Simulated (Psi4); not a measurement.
# A workflow on HOF (hypofluorous acid), part 2 of 2

Psi4 1.11. Earlier steps stand in the parts before.

### 3 The harmonic vibrations at r2SCAN-3c/def2-mTZVPP (density fitting) (run 2)

Contents of calc.inp:

```
memory 1600 MB

molecule mol {
  O      0.437474    -0.224315     0.218571
  F     -0.227656     1.026879    -0.012841
  H     -0.209302    -0.813329    -0.206736
  units angstrom
}

set {
  t                          400.0
  rotational_symmetry_number 1
}

E, wfn = frequencies("r2scan-3c", return_wfn=True)
print_variables()
```

Run with:

```sh
$ psi4 -i calc.inp -o calc.out -n 1
```

calc.out, cut to the lines that bear on the results:

```text
[...]
  Running in cs symmetry.
[...]
  Nuclear repulsion =   33.462749439059586
[...]
  Multiplicity = 1
[...]
  Nalpha       = 9
  Nbeta        = 9
[...]
    Number of basis functions: 53
[...]
   @DF-RKS iter   1:  -175.47765419097820   -2.91665e-01   9.68787e-03 DIIS/ADIIS
[...]
  Running in c1 symmetry.
[...]
   @DF-RKS iter  10:  -175.53062131367844   -4.26326e-13   3.62549e-09 DIIS
[...]
    Orbital Energies [Eh]
    ---------------------
    Doubly Occupied:
       1A    -24.530363     2A    -19.063578     3A     -1.207652
       4A     -0.943491     5A     -0.539556     6A     -0.465816
       7A     -0.427881     8A     -0.347799     9A     -0.281548
[...]
  @DF-RKS Final Energy:  -175.53062131367844
   => Energetics <=
    Nuclear Repulsion Energy =             33.4627313990148920
    One-Electron Energy =                -309.9379151822628842
    Two-Electron Energy =                 120.1827602079238773
    DFT Exchange-Correlation Energy =     -19.2420832337249728
    Empirical Dispersion Energy =           0.0038854953706441
    VV10 Nonlocal Energy =                  0.0000000000000000
    Total Energy =                       -175.5306213136784379
[...]
  -Total Gradient:
     Atom            X                  Y                   Z
    ------   -----------------  -----------------  -----------------
       1        0.000399856570    -0.000137769004    -0.000000723252
       2        0.000331406409    -0.000158528852    -0.000000538850
       3        0.000339057720    -0.000174178658    -0.000000534908
[...]
  ==> Harmonic Vibrational Analysis <==
[...]
  Freq [cm^-1]                 973.0722           1406.7223           3733.9929
[...]
  IR activ [km/mol]             7.7183             56.6802             37.8713
[...]
  Total E_0, Enthalpy at 0 [K]                                                         -175.51669308 [Eh]
[...]
  Total H, Enthalpy at  400.00 [K]                                                     -175.51144718 [Eh]
[...]
  Total G, Gibbs energy at  400.00 [K]                                                 -175.54758205 [Eh]
[...]
```

Run time: 45 s. Hardware: 1 thread of AMD EPYC 7B13 (Zen 3), shared host; peak memory 0.47 GiB.

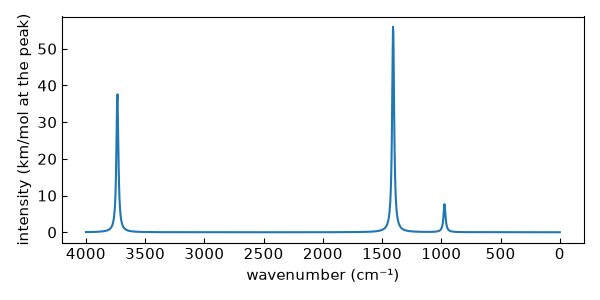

Harmonic infrared spectrum, unscaled, lines broadened by 10 cm⁻¹.

### 4 The energy at MP2/def2-TZVPP (density fitting, density fitting for correlation) (run 3)

Contents of fho.dat:

```
memory 1.6 GB

molecule system {
  0 1
  O      0.437474    -0.224315     0.218571
  F     -0.227656     1.026879    -0.012841
  H     -0.209302    -0.813329    -0.206736
  symmetry c1
}

set {
  basis def2-TZVPP
  num_frozen_docc 2
}

result, w = energy('mp2', return_wfn=True)
```

Run with:

```sh
$ psi4 fho.dat fho.out -n 1
```

fho.out, cut to the lines that bear on the results:

```text
[...]
  Running in c1 symmetry.
[...]
  Nuclear repulsion =   33.462749439059586
[...]
  Multiplicity = 1
[...]
  Nalpha       = 9
  Nbeta        = 9
[...]
    Number of basis functions: 76
[...]
   @DF-RHF iter   1:  -174.78569494156403   -7.39928e-01   3.52483e-03 ADIIS/DIIS
[...]
   @DF-RHF iter  12:  -174.81385326043929   -2.47269e-12   6.22825e-09 DIIS
[...]
    Orbital Energies [Eh]
    ---------------------
    Doubly Occupied:
       1A    -26.344406     2A    -20.694141     3A     -1.641408
       4A     -1.315994     5A     -0.774722     6A     -0.721273
       7A     -0.683436     8A     -0.607612     9A     -0.546332
[...]
  @DF-RHF Final Energy:  -174.81385326043929
   => Energetics <=
    Nuclear Repulsion Energy =             33.4627494390595857
    One-Electron Energy =                -309.8945596035313201
    Two-Electron Energy =                 101.6179569040324537
    Total Energy =                       -174.8138532604393163
[...]
 Multipole Moments:
 ------------------------------------------------------------------------------------
     Multipole            Electronic (a.u.)      Nuclear  (a.u.)        Total (a.u.)
 ------------------------------------------------------------------------------------
 L = 1.  Multiply by 2.5417464519 to convert [e a0] to [Debye]
 Dipole X            :         -0.3478161           -0.0697003           -0.4175164
 Dipole Y            :          0.9758586           -1.7399210           -0.7640625
 Dipole Z            :          0.0000000           -0.0000000            0.0000000
 Magnitude           :                                                    0.8706960
[...]
```

It took 2.1 s on 1 thread of AMD EPYC 7B13 (Zen 3), shared host; peak memory 0.2 GiB.

### 5 Results

The summary covers parts 1 to 2.

```
                                                                            quantity             value
                               run 1, r2SCAN-3c/def2-mTZVPP: total energy at the end     -175.53062 Eh
                                         run 1, r2SCAN-3c/def2-mTZVPP: dipole moment            1.90 D
                                           run 1, r2SCAN-3c/def2-mTZVPP: HOMO energy          -7.66 eV
                                           run 1, r2SCAN-3c/def2-mTZVPP: LUMO energy          -2.86 eV
                                         run 1, r2SCAN-3c/def2-mTZVPP: HOMO–LUMO gap           4.80 eV
                            run 2, r2SCAN-3c/def2-mTZVPP: lowest harmonic wavenumber          973 cm⁻¹
                           run 2, r2SCAN-3c/def2-mTZVPP: highest harmonic wavenumber         3734 cm⁻¹
                                     run 2, r2SCAN-3c/def2-mTZVPP: zero-point energy       36.6 kJ/mol
run 2, r2SCAN-3c/def2-mTZVPP: ideal-gas entropy at 400 K (symmetry number 1 as used)  56.7 cal/(mol K)
                                                 run 3, MP2/def2-TZVPP: total energy     -175.31765 Eh
                          run 3, MP2/def2-TZVPP: HOMO energy (Hartree–Fock orbitals)         -14.87 eV
                          run 3, MP2/def2-TZVPP: LUMO energy (Hartree–Fock orbitals)           3.18 eV
                        run 3, MP2/def2-TZVPP: HOMO–LUMO gap (Hartree–Fock orbitals)          18.05 eV
                  run 3, MP2/def2-TZVPP: correlation energy (2 core orbitals frozen)        -503.8 mEh
```

The optimisation (run 1, r2SCAN-3c/def2-mTZVPP) took 4 steps and changed the energy by -0.015 eV. At r2SCAN-3c/def2-mTZVPP: Experiment gives 2.23 D for the dipole moment (NIST CCCBDB; in doubt, as an older value, an estimate or one at odds with other calculations), so the computed value is 0.33 D (15 %) too low. All 3 modes (run 2, r2SCAN-3c/def2-mTZVPP) are real, so the shape is a minimum at this level.
